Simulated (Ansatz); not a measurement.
The cell below is TaN in space group Fm-3m. Source of the atomic positions: a calculation's input that goes back to an entry of the Crystallography Open Database (an earlier step may have relaxed or displaced it).

```cif
data_structure
_symmetry_space_group_name_H-M 'P 1'
_symmetry_Int_Tables_number 1
_cell_length_a 4.3580
_cell_length_b 4.3580
_cell_length_c 4.3580
_cell_angle_alpha 90.000
_cell_angle_beta 90.000
_cell_angle_gamma 90.000
_cell_volume 82.77
loop_
_atom_site_label
_atom_site_type_symbol
_atom_site_fract_x
_atom_site_fract_y
_atom_site_fract_z
_atom_site_occupancy
Ta1 Ta 0.00000 0.00000 0.50000 1
N1 N 0.00000 0.00000 0.00000 1
Ta2 Ta 0.00000 0.50000 0.00000 1
N2 N 0.00000 0.50000 0.50000 1
Ta3 Ta 0.50000 0.00000 0.00000 1
N3 N 0.50000 0.00000 0.50000 1
Ta4 Ta 0.50000 0.50000 0.50000 1
N4 N 0.50000 0.50000 0.00000 1
```

The atoms' radii are Shannon crystal radii (six-coordinate where tabulated): Ta 0.86 Å, N 1.32 Å.

Question: Find the largest hole by geometry, and further ones that a grid search gives (radius above 0.15 Å; smaller ones may be missed, and maxima closer than 0.25 Å are merged).

Answer:
```csv
hole,site,"x, y, z",radius (Å),nearest atoms,shape
V1,8c,"0.250, 0.250, 0.250",0.57,4 N (then 4 Ta),tetrahedral
```

Nearest atoms are those whose sphere lies within 0.15 Å of the hole's sphere; in brackets, those within 0.5 Å. The largest sphere that fits anywhere has a diameter of 1.13 Å; the largest that can travel through the crystal, about 0.5 Å.

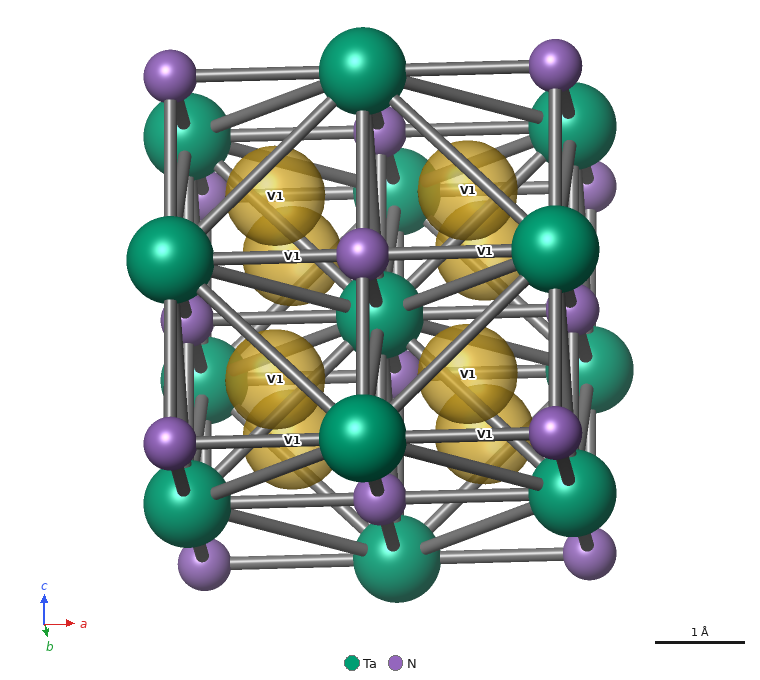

Translucent spheres (V1) fill the 1 hole listed first by a grid search for holes with a radius above 0.15 Å (the largest is sure; smaller ones may be missed, and maxima closer than 0.25 Å are merged) at their true size; atoms are drawn smaller than their model radii. View from a free direction.
